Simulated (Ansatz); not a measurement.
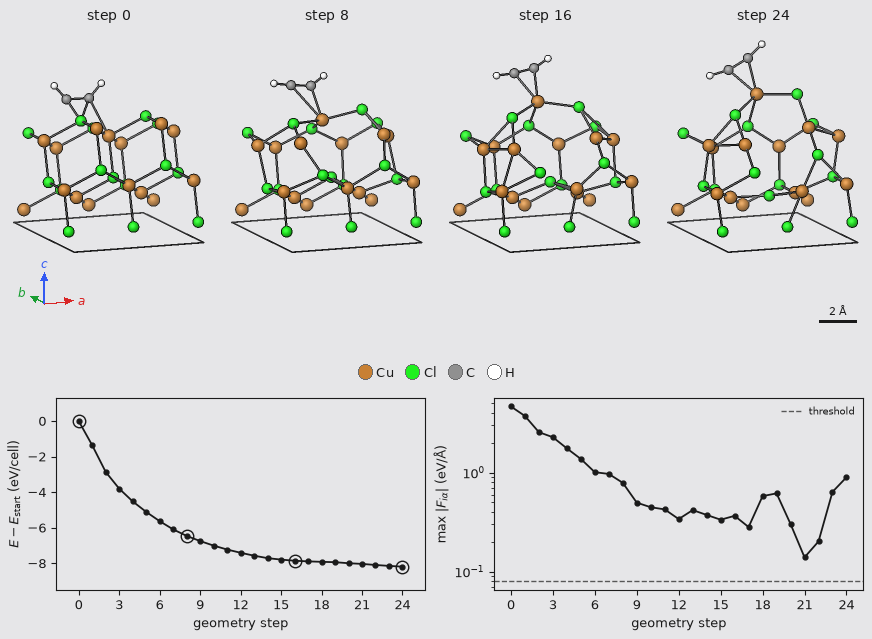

Frames of a constrained relaxation of a slab of composition Cu6HCCl6, marked on the history of the run. Style: ball-and-stick. Shown: the cell of the calculation, outlined in the plane, without the vacuum (origin shifted), slightly off an axis.

It is C2H2 on CuCl(100), set down by a guess. The run prepares the start of a later molecular dynamics calculation, from a guessed geometry. 8 atoms are held fixed.

These are results of DFT PBE, scalar-relativistic, plane waves, PAW (Ansatz 0.2.0), not measurements. Settings: plane-wave cutoff 420 eV; k-point mesh 1 × 1 × 1; occupations fermi dirac; smearing width 0.02 eV; no spin polarisation; atoms relaxed in a fixed cell; force threshold 0.08 eV/Å; at most 25 steps.

Q: What happens along the run?

A: The relaxation stopped without meeting its thresholds, so the last structure isn't shown to be converged. It used up its limit of 25 steps. Over 24 geometry steps the energy falls by 8.187 eV per cell of the calculation. The largest force component goes from 4.6 to 0.9 eV/Å. The atom that moves furthest is a Cu atom (2.35 Å at 20° to the normal (+c side)). By element the largest moves are Cu 2.35 Å, C 2.25 Å, H 2.21 Å, Cl 1.23 Å. The cell doesn't change. Near-neighbour distances that change, for instance: Cl–Cu 2.319 → 5.673 Å, C–Cl 1.987 → 3.885 Å, C–Cl 1.822 → 3.330 Å, Cl–Cu 2.379 → 3.763 Å. New bonds form, among them: C–Cu (3.11 → 2.05 Å). Bonds break, among them: Cl–Cu (2.32 → 3.50 Å), Cl–Cu (2.32 → 3.55 Å), Cl–Cu (2.32 → 5.67 Å), Cl–Cu (2.38 → 3.76 Å). Bond angles that change, for instance: Cl–Cu–Cl 107.3° → 176.9°, Cl–Cu–C 72.2° → 131.3°, Cl–Cu–Cl 111.5° → 169.3°. From step 0 to 8: Cu atoms move most (1.16 Å), energy −6.456 eV per cell of the calculation. From step 8 to 16: Cu and C atoms move most (1.08 Å), energy −1.398 eV per cell of the calculation. From step 16 to 24: an H atom moves most (1.10 Å), energy −0.333 eV per cell of the calculation.

Limits of the set-up: the program's low-accuracy preset was used; the periodic images lie only 7.7 Å apart, so the values are limited by the cell's size.
